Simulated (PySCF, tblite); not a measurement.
**C4H13NOSi: geometry, infrared bands and NMR shifts**

What infrared bands and NMR shifts should C4H13NOSi (`CCN(C)[SiH2]OC`) show?

Programs: tblite 0.8.0 and PySCF 2.14.0, with density-fitted response routines of our own. Each step states its level of theory. These are calculated values for one molecule in the gas phase, unless marked as measured. Atoms are numbered from 0 throughout.

## (1) The molecule as given

20 atoms, charge 0, multiplicity 1; geometry from: force field or distance geometry start.

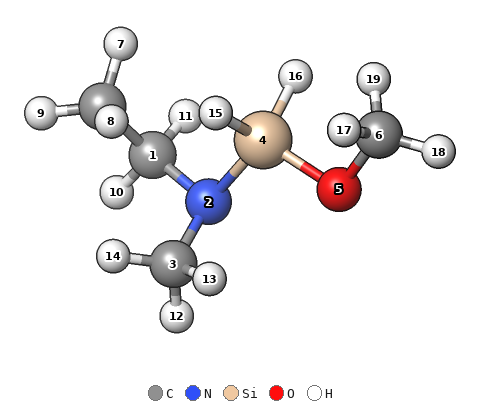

As it starts; carbon grey, nitrogen blue, silicon light orange, oxygen red, hydrogen white, atoms numbered.

## (2) Relaxing the molecule with GFN2-xTB

The job: settings as JSON, then the geometry in Å.

```
{"job": {"kind": "relax", "xc": "GFN2-xTB", "basis": "xTB"}, "charge": 0, "multiplicity": 1}
C     -1.954800     1.217700     0.035800
C     -1.762800     0.171900    -1.030500
N     -0.665700    -0.749400    -0.704900
C     -0.972300    -1.638200     0.380400
Si     0.825000     0.189500    -0.360000
O      2.174200    -0.850200    -0.261100
C      3.277800    -0.000600    -0.045100
H     -1.578400     2.211500    -0.347800
H     -1.331200     1.008800     0.927300
H     -3.026700     1.285100     0.284600
H     -2.709600    -0.386500    -1.223300
H     -1.498900     0.677600    -1.962300
H     -1.371600    -2.575900    -0.092000
H     -0.030600    -1.948500     0.901300
H     -1.700600    -1.287200     1.110500
H      0.742600     0.878800     0.946600
H      1.064100     1.105200    -1.479600
H      3.229600     0.253900     1.034100
H      4.222700    -0.468900    -0.317300
H      3.061800     0.916100    -0.619200
```

Command:

```
$ OMP_NUM_THREADS=1 python probes_run.py task.json out
```

This one command runs all jobs of the session in turn.

Standard output:

```text
step      E/eV     max force
  0    -651.52057    2.323
  1    -651.79351    1.042
  2    -651.89704    0.658
  3    -651.95637    0.768
  4    -652.01939    0.456
  5    -652.04712    0.456
  6    -652.08876    0.496
  7    -652.12250    0.480
  8    -652.15339    0.432
  9    -652.18117    0.427
 10    -652.21401    0.471
 11    -652.25056    0.580
 12    -652.29126    0.473
 13    -652.32896    0.365
 14    -652.35629    0.358
 15    -652.37705    0.449
 16    -652.39349    0.361
 17    -652.40284    0.187
 18    -652.40989    0.168
 19    -652.41763    0.249
 20    -652.42555    0.307
 21    -652.43326    0.230
 22    -652.44067    0.226
 23    -652.44963    0.294
 24    -652.46406    0.475
 25    -652.48380    0.522
 26    -652.50140    0.368
 27    -652.51515    0.217
 28    -652.52688    0.271
 29    -652.53847    0.353
 30    -652.55129    0.346
 31    -652.56041    0.271
 32    -652.56545    0.167
 33    -652.56969    0.124
 34    -652.57258    0.102
 35    -652.57518    0.098
 36    -652.57724    0.078
 37    -652.57847    0.061
 38    -652.57926    0.060
 39    -652.57995    0.060
 40    -652.58061    0.059
 41    -652.58123    0.069
 42    -652.58188    0.064
 43    -652.58260    0.060
 44    -652.58338    0.061
 45    -652.58419    0.064
 46    -652.58509    0.061
 47    -652.58611    0.070
 48    -652.58734    0.086
 49    -652.58875    0.093
 50    -652.59022    0.076
 51    -652.59147    0.071
 52    -652.59253    0.074
 53    -652.59342    0.068
 54    -652.59445    0.069
 55    -652.59545    0.082
 56    -652.59654    0.072
 57    -652.59737    0.059
 58    -652.59813    0.056
 59    -652.59898    0.064
 60    -652.60002    0.073
 61    -652.60101    0.085
 62    -652.60180    0.090
 63    -652.60245    0.094
 64    -652.60318    0.079
 65    -652.60409    0.073
 66    -652.60583    0.095
 67    -652.60644    0.071
 68    -652.60730    0.073
 69    -652.60795    0.077
 70    -652.60885    0.076
 71    -652.60979    0.071
 72    -652.61063    0.064
 73    -652.61121    0.088
 74    -652.61190    0.073
 75    -652.61258    0.050
 76    -652.61325    0.045
 77    -652.61367    0.040
 78    -652.61404    0.042
 79    -652.61436    0.045
 80    -652.61479    0.051
 81    -652.61526    0.048
 82    -652.61566    0.044
 83    -652.61594    0.038
 84    -652.61617    0.038
 85    -652.61639    0.035
 86    -652.61661    0.028
 87    -652.61680    0.029
 88    -652.61696    0.029
 89    -652.61715    0.033
 90    -652.61737    0.049
 91    -652.61763    0.032
 92    -652.61797    0.037
 93    -652.61830    0.032
 94    -652.61860    0.036
 95    -652.61894    0.038
 96    -652.61930    0.042
 97    -652.61966    0.043
 98    -652.61995    0.040
 99    -652.62017    0.031
100    -652.62032    0.028
101    -652.62046    0.028
102    -652.62061    0.029
103    -652.62076    0.023
104    -652.62089    0.025
105    -652.62101    0.025
106    -652.62113    0.026
107    -652.62122    0.018
108    -652.62129    0.016
109    -652.62134    0.017
110    -652.62137    0.014
111    -652.62140    0.013
112    -652.62144    0.012
113    -652.62147    0.012
114    -652.62149    0.012
115    -652.62152    0.012
116    -652.62155    0.011
117    -652.62159    0.013
118    -652.62163    0.014
119    -652.62166    0.015
120    -652.62172    0.016
121    -652.62181    0.021
122    -652.62192    0.022
123    -652.62202    0.022
124    -652.62210    0.019
125    -652.62217    0.022
126    -652.62227    0.024
127    -652.62239    0.023
128    -652.62252    0.027
129    -652.62264    0.032
130    -652.62277    0.035
131    -652.62290    0.033
132    -652.62307    0.027
133    -652.62319    0.025
134    -652.62340    0.029
135    -652.62362    0.029
136    -652.62385    0.026
137    -652.62381    0.071
138    -652.62411    0.021
139    -652.62418    0.016
140    -652.62427    0.013
141    -652.62430    0.014
142    -652.62434    0.013
143    -652.62437    0.013
144    -652.62440    0.012
145    -652.62442    0.010
```

It took 1.8 s on 1 thread of Arm Neoverse N1, shared host; peak memory 0.18 GiB.

Along the way: (not every step is listed)

| step | energy from step 0 (eV) | largest force (eV/Å) |
| --- | --- | --- |
| 0 | 0.0000 | 2.3229 |
| 1 | -0.2729 | 1.0417 |
| 2 | -0.3765 | 0.6583 |
| 3 | -0.4358 | 0.7684 |
| 4 | -0.4988 | 0.4559 |
| 5 | -0.5265 | 0.4564 |
| 6 | -0.5682 | 0.4960 |
| 7 | -0.6019 | 0.4805 |
| 8 | -0.6328 | 0.4325 |
| 21 | -0.9127 | 0.2298 |
| 34 | -1.0520 | 0.1021 |
| 47 | -1.0655 | 0.0699 |
| 60 | -1.0794 | 0.0732 |
| 73 | -1.0906 | 0.0878 |
| 86 | -1.0960 | 0.0284 |
| 99 | -1.0996 | 0.0307 |
| 112 | -1.1009 | 0.0116 |
| 125 | -1.1016 | 0.0220 |
| 138 | -1.1035 | 0.0209 |
| 140 | -1.1037 | 0.0129 |
| 141 | -1.1037 | 0.0143 |
| 142 | -1.1038 | 0.0129 |
| 143 | -1.1038 | 0.0129 |
| 144 | -1.1038 | 0.0119 |
| 145 | -1.1038 | 0.0102 |

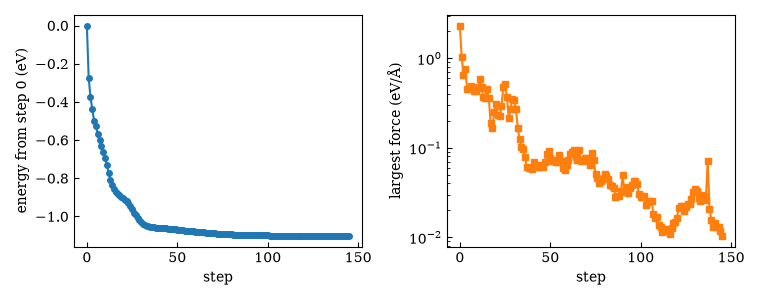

Energy and force, step by step.

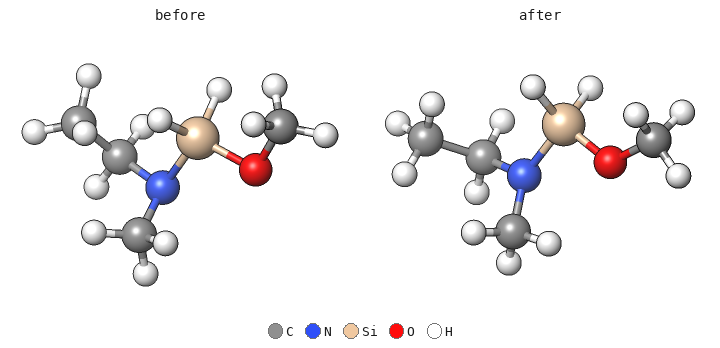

The geometry before (left) and after (right).

Close pairs (by a distance rule), those that changed most:

| bond | before (Å) | after (Å) | change (Å) |
| --- | --- | --- | --- |
| N2–Si4 | 1.795 | 1.709 | -0.086 |
| Si4–O5 | 1.706 | 1.623 | -0.083 |
| C0–H7 | 1.130 | 1.087 | -0.043 |
| C3–H13 | 1.120 | 1.086 | -0.034 |
| C1–N2 | 1.469 | 1.440 | -0.030 |
| C3–H12 | 1.123 | 1.094 | -0.030 |
| C0–C1 | 1.506 | 1.528 | +0.023 |
| C0–H8 | 1.108 | 1.087 | -0.021 |

The next job starts from the end point, and lists it.

## (3) Infrared spectrum with GFN2-xTB

The job: settings as JSON, then the geometry in Å.

```
{"job": {"kind": "ir", "xc": "GFN2-xTB", "basis": "xTB"}, "charge": 0, "multiplicity": 1}
C     -2.480127     1.057962     0.137271
C     -1.744852     0.255182    -0.935649
N     -0.530752    -0.367710    -0.477169
C     -0.732222    -1.529819     0.355361
Si     0.897951     0.569462    -0.437067
O      2.042537    -0.536105    -0.117422
C      3.403556    -0.273610    -0.014737
H     -1.820185     1.822128     0.539099
H     -2.802507     0.412259     0.950112
H     -3.357048     1.537500    -0.290419
H     -2.412023    -0.522119    -1.327729
H     -1.483523     0.925006    -1.756558
H     -1.381748    -2.241708    -0.162022
H      0.229961    -1.997560     0.539942
H     -1.191439    -1.282522     1.318690
H      0.976181     1.640550     0.576998
H      1.066245     1.171575    -1.763840
H      3.605624     0.436123     0.791619
H      3.917907    -1.212006     0.197423
H      3.791315     0.146092    -0.946333
```

Standard output:

```text
mode    cm-1     km/mol
  1      49.1      0.25
  2      73.1      0.55
  3      81.5      2.10
  4     109.9      3.00
  5     127.9      1.95
  6     156.6      1.56
  7     196.5      0.47
  8     230.2      2.40
  9     266.5      6.76
 10     293.4      0.79
 11     389.6      1.78
 12     453.8     10.58
 13     557.5    160.62
 14     616.3     22.29
 15     691.5     27.11
 16     779.0     59.56
 17     811.4    312.37
 18     825.7     15.34
 19     839.2    228.56
 20     969.1     28.12
 21    1063.5     66.96
 22    1078.0     39.88
 23    1088.1      4.65
 24    1107.4      2.18
 25    1139.4      3.89
 26    1144.3     83.63
 27    1165.0    183.95
 28    1216.6     49.15
 29    1245.9     38.10
 30    1333.1     35.67
 31    1349.4     41.43
 32    1396.6      8.29
 33    1412.8      1.08
 34    1423.3      0.18
 35    1478.1      2.91
 36    1485.2      2.30
 37    1486.4      5.40
 38    1494.7      1.50
 39    1495.5      1.46
 40    1502.2      0.22
 41    1504.9      4.92
 42    2121.8    393.16
 43    2230.1    232.39
 44    2904.2     82.37
 45    2907.1     47.06
 46    2939.8     48.31
 47    2948.7     71.62
 48    2955.4     43.51
 49    2975.8     51.97
 50    2985.1     32.76
 51    3035.7     42.77
 52    3041.4     38.76
 53    3047.9     33.52
 54    3053.5     18.21
```

Wall time 1.2 s (1 thread of Arm Neoverse N1, shared host); peak memory 0.18 GiB.

Which atoms move in the most intense modes:

| cm⁻¹ | km/mol | atoms |
| --- | --- | --- |
| 558 | 160.6 | H15 38 %, H16 36 %, Si4 17 % |
| 811 | 312.4 | Si4 33 %, H15 25 %, H16 19 % |
| 839 | 228.6 | H16 47 %, H15 45 % |
| 1144 | 83.6 | C6 28 %, H18 25 %, O5 22 %, H19 15 % |
| 1165 | 183.9 | O5 42 %, C6 26 %, H18 19 % |
| 2122 | 393.2 | H15 89 % |
| 2230 | 232.4 | H16 90 % |
| 2904 | 82.4 | H14 62 %, H10 24 % |

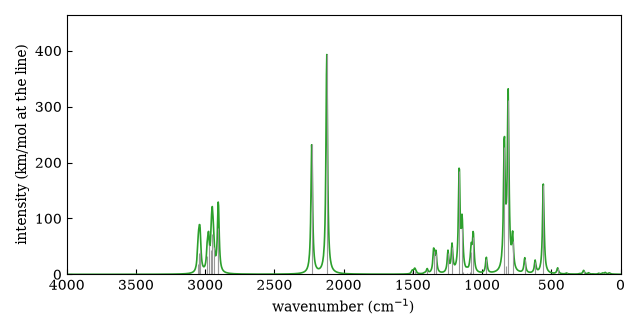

The infrared spectrum from these modes, unscaled. Lines are broadened to a width of 14 cm⁻¹ (Lorentzian).

## (4) NMR shieldings: PBE0/pcSseg-1

Settings changed since step 3:

```diff
@@ -1,2 +1,2 @@
-{"job": {"kind": "ir", "xc": "GFN2-xTB", "basis": "xTB"}, "charge": 0, "multiplicity": 1}
+{"job": {"kind": "nmr", "xc": "PBE0", "basis": "pcSseg-1"}, "charge": 0, "multiplicity": 1}
 C     -2.480127     1.057962     0.137271
```

With the program's defaults for keys left out, this is: GIAO PBE0/pcSseg-1 NMR shielding, non-relativistic, gas phase.

Standard output:

```text
coarse grid: 16176 points
cycle   1  E = -579.0883351109  dE =  6.995e-01  |g| = 7.187e-01  |ddm| = 3.768e+00
cycle   2  E = -578.9634912968  dE =  1.248e-01  |g| = 1.085e+00  |ddm| = 1.577e+00
cycle   3  E = -579.1885320072  dE = -2.250e-01  |g| = 9.238e-02  |ddm| = 1.060e+00
cycle   4  E = -579.1899080750  dE = -1.376e-03  |g| = 3.901e-02  |ddm| = 8.953e-02
cycle   5  E = -579.1902555817  dE = -3.475e-04  |g| = 8.379e-03  |ddm| = 3.695e-02
cycle   6  E = -579.1902677866  dE = -1.220e-05  |g| = 3.590e-03  |ddm| = 9.954e-03
cycle   7  E = -579.1902703721  dE = -2.585e-06  |g| = 4.243e-04  |ddm| = 3.030e-03
final grid: 148800 points
cycle   8  E = -579.2407496969  dE = -3.303e-05  |g| = 1.120e-02  |ddm| = 2.408e-02
cycle   9  E = -579.2407307947  dE =  1.890e-05  |g| = 1.500e-02  |ddm| = 1.857e-02
cycle  10  E = -579.2407758779  dE = -4.508e-05  |g| = 1.579e-03  |ddm| = 1.113e-02
cycle  11  E = -579.2407763775  dE = -4.995e-07  |g| = 1.651e-04  |ddm| = 1.268e-03
cycle  12  E = -579.2407763828  dE = -5.321e-09  |g| = 4.977e-05  |ddm| = 1.904e-04
cycle  13  E = -579.2407763833  dE = -5.241e-10  |g| = 1.221e-05  |ddm| = 6.216e-05
converged SCF energy = -579.2407763833

GIAO shielding tensors (ppm)
atom      isotropic    diamagn.    paramagn.     s11        s22        s33       span
  0 C      171.444     248.900     -77.456    150.044    177.861    186.428     36.383
  1 C      139.730     243.872    -104.142    113.585    136.153    169.452     55.866
  2 N      236.779     330.164     -93.386    198.421    236.451    275.464     77.043
  3 C      152.236     246.976     -94.740    126.014    144.426    186.267     60.253
  4 Si     379.085     884.281    -505.196    337.799    359.221    440.234    102.435
  5 O      336.676     402.738     -66.062    295.534    346.334    368.159     72.625
  6 C      135.168     239.806    -104.638    107.844    111.750    185.911     78.067
  7 H       31.076      31.338      -0.262     26.462     30.226     36.540     10.079
  8 H       30.026      30.556      -0.530     25.293     29.848     34.937      9.643
  9 H       30.956      28.351       2.605     26.883     27.814     38.171     11.288
 10 H       29.042      30.568      -1.526     23.650     28.663     34.812     11.162
 11 H       28.586      31.554      -2.967     23.370     28.514     33.875     10.505
 12 H       29.677      30.753      -1.076     25.476     26.942     36.613     11.137
 13 H       28.373      31.972      -3.600     22.246     29.455     33.417     11.171
 14 H       29.031      31.965      -2.934     24.173     27.309     35.611     11.437
 15 H       26.511      32.666      -6.155     22.815     25.620     31.099      8.284
 16 H       26.899      32.590      -5.691     23.759     25.236     31.701      7.942
 17 H       27.927      28.032      -0.105     23.635     25.673     34.474     10.838
 18 H       27.661      27.237       0.424     23.233     25.481     34.268     11.035
 19 H       27.950      27.294       0.656     23.610     25.535     34.705     11.095
```

Run time: 56 s. Hardware: 1 thread of Arm Neoverse N1, shared host; peak memory 0.85 GiB.

The references, computed at this level on geometries of the same kind, shield at (ppm): ¹H TMS 31.72, ¹³C TMS 186.9, ²⁹Si TMS 349.2, ¹⁵N NH3 267.7, ¹⁷O H2O 336.1. Their shielding less the atom's gives the shift. The references are single molecules in the gas phase, so shifts against H2O, NH3, PH3, H3PO4 or CFCl3 are not on the usual liquid scales and can be off by tens of ppm. Atoms listed in one row are averaged.

| atoms | environment | σ (ppm) | δ (ppm) | δ scaled to CDCl3 |
| --- | --- | --- | --- | --- |
| C6 | methyl carbon bonded to O | 135.2 | 51.8 | 48.6 |
| C1 | sp3 CH2 bonded to N | 139.7 | 47.2 | 44.1 |
| C3 | methyl carbon bonded to N | 152.2 | 34.7 | 31.9 |
| C0 | methyl carbon | 171.4 | 15.5 | 13.2 |
| H15, H16 | hydrogen on a silicon bonded to N, O | 26.70 | 5.01 | – |
| H17, H18, H19 | hydrogen on a methyl carbon bonded to O | 27.85 | 3.87 | 3.75 |
| H10, H11 | hydrogen on an sp3 CH2 bonded to N | 28.81 | 2.90 | 2.84 |
| H12, H13, H14 | hydrogen on a methyl carbon bonded to N | 29.03 | 2.69 | 2.64 |
| H7, H8, H9 | hydrogen on a methyl carbon | 30.69 | 1.03 | 1.08 |
| N2 | nitrogen bonded to 2 C, Si | 236.8 | 31.0 | – |
| Si4 | silicon bonded to N, O, 2 H | 379.1 | -29.9 | – |
| O5 | oxygen bonded to C, Si | 336.7 | -0.6 | – |

The scaled column applies a straight-line fit of computed shieldings to shifts measured in CDCl3 (root-mean-square error 0.16 ppm for H, 1.9 ppm for C).

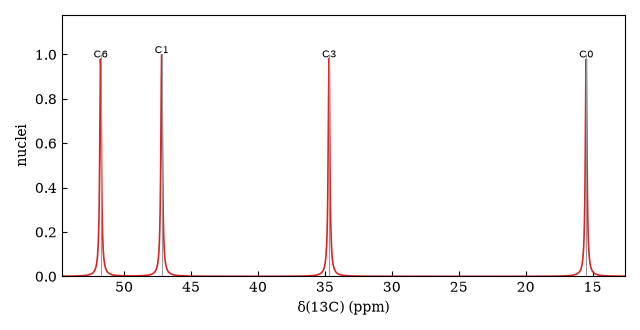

¹³C lines at the computed shifts, without couplings. Lines are broadened to a width of 0.15 ppm (Lorentzian).

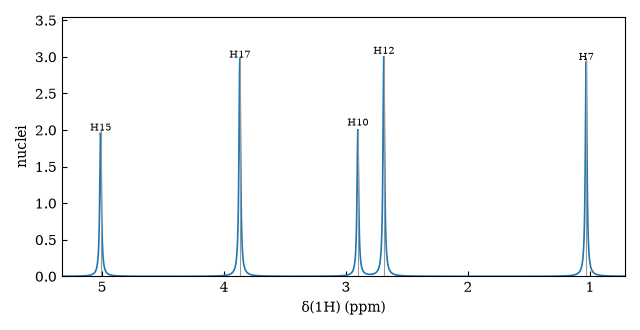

¹H lines at the computed shifts, without couplings. Lines are broadened to a width of 0.02 ppm (Lorentzian).

The run also stored atomic charges by several schemes (e):

| atoms | Mulliken | IAO | Hirshfeld | ESP fit |
| --- | --- | --- | --- | --- |
| C0 | -0.28 | -0.43 | -0.13 | -0.19 |
| C1 | -0.05 | -0.14 | -0.02 | 0.16 |
| N2 | -0.76 | -0.52 | -0.18 | -0.52 |
| C3 | -0.06 | -0.30 | -0.07 | -0.25 |
| Si4 | 0.92 | 1.11 | 0.41 | 0.76 |
| O5 | -0.64 | -0.64 | -0.22 | -0.29 |
| C6 | -0.01 | -0.20 | -0.03 | -0.24 |

IAO charges:

C0 -0.43; C1 -0.14; N2 -0.52; C3 -0.30; Si4 1.11; O5 -0.64; C6 -0.20; H7 0.14; H8 0.14; H9 0.14; H10 0.13; H11 0.13; H12 0.13; H13 0.16; H14 0.11; H15 -0.20; H16 -0.18; H17 0.13; H18 0.15; H19 0.13

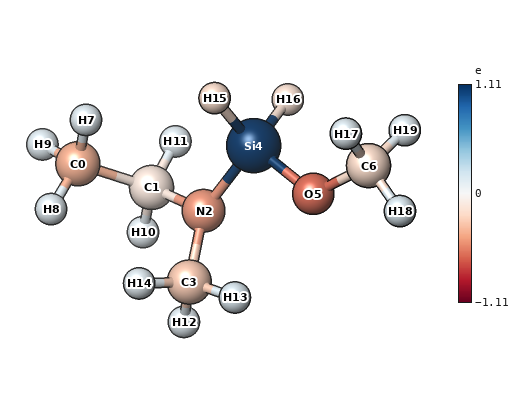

IAO charges, as colours on the atoms.

Mayer bond orders: C0–C1 1.04, C1–N2 0.97, N2–C3 0.95, N2–Si4 1.00, Si4–O5 0.96, O5–C6 0.91.

## (5) Outcome

| quantity | value |
| --- | --- |
| strongest single infrared mode (GFN2-xTB) | 2122 cm⁻¹, 393 km/mol |
| zero-point energy (GFN2-xTB) | 104.8 kcal/mol |
| ¹³C shifts against TMS (PBE0/pcSseg-1) | 51.8, 47.2, 34.7, 15.5 ppm |
| ¹H shifts against TMS (PBE0/pcSseg-1, means over atoms taken as alike) | 5.01, 3.87, 2.90, 2.69, 1.03 ppm |
| ¹⁵N shifts against NH3 (PBE0/pcSseg-1) | 31.0 ppm |
| ²⁹Si shifts against TMS (PBE0/pcSseg-1) | -29.9 ppm |
| ¹⁷O shifts against H2O (PBE0/pcSseg-1) | -0.6 ppm |

In words: The optimisation took 145 steps and gained 1.104 eV; among the close pairs (by a distance rule), N2–Si4 changed most, from 1.795 to 1.709 Å. All 54 modes are real, so the xTB geometry is a minimum. The strongest single mode, at 2122 cm⁻¹, moves mainly H15. GFN2-xTB is a fitted tight-binding method: band positions and strengths are rough. Its intensities can rank the bands wrongly. C6 (methyl carbon bonded to O) lies farthest downfield among carbon, at 51.8 ppm; deshielded by the electronegative neighbour. At PBE0/pcSseg-1: Shielding is most anisotropic at Si4 (span 102 ppm, paramagnetic term -505 ppm).
